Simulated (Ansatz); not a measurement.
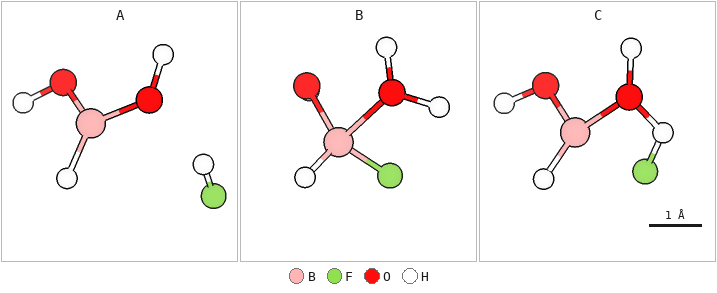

3 geometries from a converged minimum-energy path of BH4O2F, shuffled. Style: ball-and-stick. Shown from a free direction.

Method: RKS r2SCAN-D4/def2-SVP in Ansatz. Set-up: 7 movable images; climbing image; force threshold 0.03 eV/Å; iteration limit 60; starting path through a guess of the saddle point.

Which frame is the transition state?

Answer. C. In order along the path, whose images run from 0 to 8: B (image 1, +1.7 kcal/mol), C (image 4, +17.8 kcal/mol), A (image 8, +2.6 kcal/mol). Breaking: B–F (1.36 → 2.85 Å), H–O (0.97 → 1.77 Å). Forming: B–O (2.12 → 1.37 Å), F–H (2.42 → 0.94 Å).

The run took 55 s on 2 threads of AMD EPYC 9R45 96-Core Processor (Zen 5), on a shared host, peak memory 0.17 GiB.
